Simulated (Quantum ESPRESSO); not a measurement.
# MnAlGe: parallel and opposed starts, part 2 of 2

Aim: find out which collinear order of MnAlGe costs least.

Quantum ESPRESSO 7.5; PBEsol; plane waves with GBRV 1.5 PBEsol potentials, no spin-orbit coupling.

So far: The starting structure; Run 1 (ferro ++).

### Step 3. Run 2, typed as antiferro +−

Input file pw.in:

```
&CONTROL
  calculation = 'scf'
  prefix = 'pwscf'
  outdir = './tmp'
  pseudo_dir = './pseudo'
  disk_io = 'nowf'
/
&SYSTEM
  ibrav = 0
  celldm(1) = 8
  nat = 6
  ntyp = 4
  ecutwfc = 40
  ecutrho = 280
  nbnd = 43
  occupations = 'smearing'
  smearing = 'fd'
  degauss = 0.00734986
  nspin = 2
  starting_magnetization(1) = 0.2333
  starting_magnetization(2) = -0.2333
  starting_magnetization(3) = 0
  starting_magnetization(4) = 0
/
&ELECTRONS
  conv_thr = 1.2d-08
  electron_maxstep = 150
  mixing_beta = 0.3
/
ATOMIC_SPECIES
Mn1    54.9380 mn_pbesol_v1.5.uspp.F.UPF
Mn2    54.9380 mn_pbesol_v1.5.uspp.F.UPF
Al     26.9815 al_pbesol_v1.uspp.F.UPF
Ge     72.6300 ge_pbesol_v1.4.uspp.F.UPF
CELL_PARAMETERS alat
   0.9245485064732    0.0000000000000    0.0000000000000
   0.0000000000000    0.9245485064732    0.0000000000000
   0.0000000000000    0.0000000000000    1.4014681371756
ATOMIC_POSITIONS crystal
Mn1     0.0000000000    0.0000000000    0.0000000000
Mn2     0.5000000000    0.5000000000    0.0000000000
Al      0.5000000000    0.0000000000    0.7270000000
Al      0.0000000000    0.5000000000    0.2730000000
Ge      0.5000000000    0.0000000000    0.2800000000
Ge      0.0000000000    0.5000000000    0.7200000000
K_POINTS automatic
6 6 6 0 0 0
```

Run with:

```sh
$ OMP_NUM_THREADS=1 mpirun -n 4 pw.x -nk 4 -in pw.in > pw.out
```

Output:

```text
[banner, memory and clock lines left out]
Program PWSCF v.7.5 starts

     Message from routine setup:
     using ibrav=0 with symmetry is DISCOURAGED, use correct ibrav instead

     bravais-lattice index     =            0
     lattice parameter (alat)  =       8.0000  a.u.
     unit-cell volume          =     613.3560 (a.u.)^3
     number of atoms/cell      =            6
     number of atomic types    =            4
     number of electrons       =        64.00
     number of Kohn-Sham states=           43
     kinetic-energy cutoff     =      40.0000  Ry
     charge density cutoff     =     280.0000  Ry
     scf convergence threshold =      1.2E-08
     mixing beta               =       0.3000
     number of iterations used =            8  plain     mixing
     Exchange-correlation= SLA  PW   PSX  PSC
                           (   1   4  10   8   0   0   0)

     celldm(1)=   8.000000  celldm(2)=   0.000000  celldm(3)=   0.000000
     celldm(4)=   0.000000  celldm(5)=   0.000000  celldm(6)=   0.000000

     crystal axes: (cart. coord. in units of alat)
               a(1) = (   0.924549   0.000000   0.000000 )
               a(2) = (   0.000000   0.924549   0.000000 )
               a(3) = (   0.000000   0.000000   1.401468 )

     reciprocal axes: (cart. coord. in units 2 pi/alat)
               b(1) = (  1.081609  0.000000  0.000000 )
               b(2) = (  0.000000  1.081609  0.000000 )
               b(3) = (  0.000000  0.000000  0.713537 )

     PseudoPot. # 1 for Mn read from file:
     mn_pbesol_v1.5.uspp.F.UPF
     Pseudo is Ultrasoft + core correction, Zval = 15.0

     PseudoPot. # 2 for Mn read from file:
     mn_pbesol_v1.5.uspp.F.UPF
     Pseudo is Ultrasoft + core correction, Zval = 15.0

     PseudoPot. # 3 for Al read from file:
     al_pbesol_v1.uspp.F.UPF
     Pseudo is Ultrasoft + core correction, Zval =  3.0

     PseudoPot. # 4 for Ge read from file:
     ge_pbesol_v1.4.uspp.F.UPF
     Pseudo is Ultrasoft + core correction, Zval = 14.0

     atomic species   valence    mass     pseudopotential
     Mn1              15.00    54.93800     Mn( 1.00)
     Mn2              15.00    54.93800     Mn( 1.00)
     Al                3.00    26.98150     Al( 1.00)
     Ge               14.00    72.63000     Ge( 1.00)

     Starting magnetic structure
     atomic species   magnetization
     Mn1             0.233
     Mn2            -0.233
     Al              0.000
     Ge              0.000

      8 Sym. Ops. (no inversion) found

   Cartesian axes

     site n.     atom                  positions (alat units)
         1        Mn1    tau(   1) = (   0.0000000   0.0000000   0.0000000  )
         2        Mn2    tau(   2) = (   0.4622743   0.4622743   0.0000000  )
         3        Al     tau(   3) = (   0.4622743   0.0000000   1.0188673  )
         4        Al     tau(   4) = (   0.0000000   0.4622743   0.3826008  )
         5        Ge     tau(   5) = (   0.4622743   0.0000000   0.3924111  )
         6        Ge     tau(   6) = (   0.0000000   0.4622743   1.0090571  )

     number of k points=    40  Fermi-Dirac smearing, width (Ry)=  0.0073
                       cart. coord. in units 2pi/alat
        k(    1) = (   0.0000000   0.0000000   0.0000000), wk =   0.0046296
        k(    2) = (   0.0000000   0.0000000   0.1189229), wk =   0.0092593
        k(    3) = (   0.0000000   0.0000000   0.2378458), wk =   0.0092593
        k(    4) = (   0.0000000   0.0000000  -0.3567687), wk =   0.0046296
        k(    5) = (   0.0000000   0.1802682   0.0000000), wk =   0.0185185
        [... 35 further k-points ...]

     Dense  grid:    48547 G-vectors     FFT dimensions: (  40,  40,  60)

     Smooth grid:    20925 G-vectors     FFT dimensions: (  30,  30,  45)

     Check: negative core charge=   -0.000024
     Generating pointlists ...
     new r_m :   0.2475 (alat units)  1.9802 (a.u.) for type    1
     new r_m :   0.2475 (alat units)  1.9802 (a.u.) for type    2
     new r_m :   0.2475 (alat units)  1.9802 (a.u.) for type    3
     new r_m :   0.2501 (alat units)  2.0010 (a.u.) for type    4

     Initial potential from superposition of free atoms

     starting charge      62.9935, renormalised to      64.0000
     Starting wfcs are   52 randomized atomic wfcs

     Self-consistent Calculation

     iteration #  1     ecut=    40.00 Ry     beta= 0.30
     Davidson diagonalization with overlap
     ethr =  1.00E-02,  avg # of iterations =  3.1

     total energy              =    -861.83452120 Ry
     estimated scf accuracy    <       1.00815556 Ry

     total magnetization       =    -0.00 Bohr mag/cell
     absolute magnetization    =     5.19 Bohr mag/cell

     iteration #  2     ecut=    40.00 Ry     beta= 0.30
     Davidson diagonalization with overlap
     ethr =  1.58E-03,  avg # of iterations =  2.0

     total energy              =    -861.87107066 Ry
     estimated scf accuracy    <       0.23672480 Ry

     total magnetization       =    -0.00 Bohr mag/cell
     absolute magnetization    =     5.52 Bohr mag/cell

     [... further iterations left out ...]

     iteration # 16     ecut=    40.00 Ry     beta= 0.30
     Davidson diagonalization with overlap
     ethr =  4.67E-11,  avg # of iterations =  3.4

     total energy              =    -861.93585778 Ry
     estimated scf accuracy    <       0.00000002 Ry

     total magnetization       =    -0.00 Bohr mag/cell
     absolute magnetization    =     4.69 Bohr mag/cell

     iteration # 17     ecut=    40.00 Ry     beta= 0.30
     Davidson diagonalization with overlap
     ethr =  3.00E-11,  avg # of iterations =  1.9

     Magnetic moment per site  (integrated on atomic sphere of radius R)
     atom   1 (R=0.248)  charge= 13.5040  magn=  2.0553
     atom   2 (R=0.248)  charge= 13.5039  magn= -2.0558
     atom   3 (R=0.248)  charge=  1.2451  magn=  0.0000
     atom   4 (R=0.248)  charge=  1.2451  magn=  0.0000
     atom   5 (R=0.250)  charge= 12.1089  magn=  0.0000
     atom   6 (R=0.250)  charge= 12.1089  magn=  0.0000

     End of self-consistent calculation

     [... lines left out ...]
     the Fermi energy is    12.0469 ev

!    total energy              =    -861.93585778 Ry
     estimated scf accuracy    <          2.7E-09 Ry
     smearing contrib. (-TS)   =      -0.01222532 Ry
     internal energy E=F+TS    =    -861.92363247 Ry

     The total energy is F=E-TS. E is the sum of the following terms:
     one-electron contribution =    -581.17470651 Ry
     hartree contribution      =     334.53989431 Ry
     xc contribution           =    -176.68975237 Ry
     ewald contribution        =    -438.59906790 Ry

     total magnetization       =    -0.00 Bohr mag/cell
     absolute magnetization    =     4.69 Bohr mag/cell

     convergence has been achieved in  17 iterations
```

The job ended after 58 s (4 MPI ranks of Intel Xeon Platinum 8488C (Sapphire Rapids), shared host; peak memory 0.63 GiB).

Spin moment in the atom's sphere by atom:

| atom | spin moment in the atom's sphere (μB) |
| --- | --- |
| Mn1 | 2.06 |
| Mn2 | -2.06 |
| Al3 | 0.00 |
| Al4 | 0.00 |
| Ge5 | 0.00 |
| Ge6 | 0.00 |

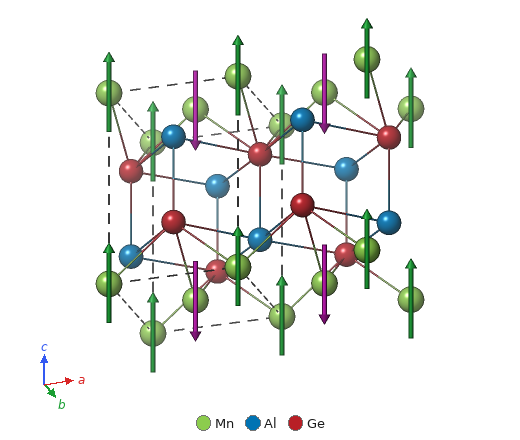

Spin moment in the atom's sphere as arrows, the longest 2.06 μB. Up and down stand for the sign. Arrows give size and sign along the axis of quantisation, drawn up and down the page. The two directions have two colours. 2×1×1 cells are drawn. Some periodic images of atoms are drawn too.

This step gave:

```
smearing term TS       : 0.1663 eV
magnetization          : 0 μB
absolute magnetization : 4.686 μB
final state            : antiferromagnetic
```

### Step 4. Run 3 (no spin polarisation)

Changes to pw.in since step 3:

```diff
@@ -11,3 +11,3 @@
   nat = 6
-  ntyp = 4
+  ntyp = 3
   ecutwfc = 40
@@ -18,7 +18,2 @@
   degauss = 0.00734986
-  nspin = 2
-  starting_magnetization(1) = 0.2333
-  starting_magnetization(2) = -0.2333
-  starting_magnetization(3) = 0
-  starting_magnetization(4) = 0
 /
@@ -30,4 +25,3 @@
 ATOMIC_SPECIES
-Mn1    54.9380 mn_pbesol_v1.5.uspp.F.UPF
-Mn2    54.9380 mn_pbesol_v1.5.uspp.F.UPF
+Mn     54.9380 mn_pbesol_v1.5.uspp.F.UPF
 Al     26.9815 al_pbesol_v1.uspp.F.UPF
@@ -39,4 +33,4 @@
 ATOMIC_POSITIONS crystal
-Mn1     0.0000000000    0.0000000000    0.0000000000
-Mn2     0.5000000000    0.5000000000    0.0000000000
+Mn      0.0000000000    0.0000000000    0.0000000000
+Mn      0.5000000000    0.5000000000    0.0000000000
 Al      0.5000000000    0.0000000000    0.7270000000
```

Output:

```text
     [... lines left out ...]
Program PWSCF v.7.5 starts
     [... lines left out ...]
     number of atoms/cell      =            6
     [... lines left out ...]
     number of electrons       =        64.00
     number of Kohn-Sham states=           43
     kinetic-energy cutoff     =      40.0000  Ry
     charge density cutoff     =     280.0000  Ry
     scf convergence threshold =      1.2E-08
     [... lines left out ...]
     16 Sym. Ops., with inversion, found ( 8 have fractional translation)
     [... lines left out ...]
     number of k points=    40  Fermi-Dirac smearing, width (Ry)=  0.0073
     [... lines left out ...]
     iteration # 12     ecut=    40.00 Ry     beta= 0.30
     [... lines left out ...]
     the Fermi energy is    11.8426 ev
!    total energy              =    -861.91963432 Ry
     estimated scf accuracy    <          4.7E-09 Ry
     smearing contrib. (-TS)   =      -0.01992520 Ry
     [... lines left out ...]
     convergence has been achieved in  12 iterations
```

It took 24 s on 4 MPI ranks; peak memory 0.52 GiB.

Numbers from this step:

```
smearing term TS : 0.2711 eV
final state      : non-magnetic (no spin polarisation)
```

### Step 5. The states side by side

An order is kept where moments of 0.15 μB or more survive with the typed signs; meshes match where a doubled cell samples the same k points as the first cell.

Orders:

```
               start        final state  typed order kept  energy over the lowest (meV a seeded atom)  largest site moment (μB)  net moment (μB a cell of the first run)  mesh matched  CPU time (s)
            ferro ++      ferromagnetic               yes                                           0                     1.786                                    3.495           yes         188.7
        antiferro +-  antiferromagnetic               yes                                       140.9                     2.056                                        0           yes         230.7
no spin polarisation       non-magnetic                 -                                       251.3                         0                                        0           yes         94.03
```

### Step 6. What came out

* lowest state found: ferromagnetic (from ferro ++)
* largest site moment: 1.79 μB
* next state with moments: antiferromagnetic, 141 meV a seeded atom higher
* state without moments: 251 meV a seeded atom higher

What this shows: Only these 3 starts were compared; other wavevectors, canted and longer-period orders were not. Energies are free energies at an electronic temperature of 1160 K, which lowers moments and differences where the moments are itinerant.

[Logs and program files are shortened in this print: banners, set-up blocks, solver, clock and traceback lines can be left out without a mark of their own.]

[Logs are printed without paths, hosts, clocks, repeated set-up lines and the standing remarks that a program may print on its own settings, such as how far it seeks lower states.]

[Hosts, paths, dates, database ids (printed as entryN), source tags and the programs' standing remarks are cut or masked in the printed files.]

[Where a cell is said to come from a database of computed structures, the database is the Materials Project.]
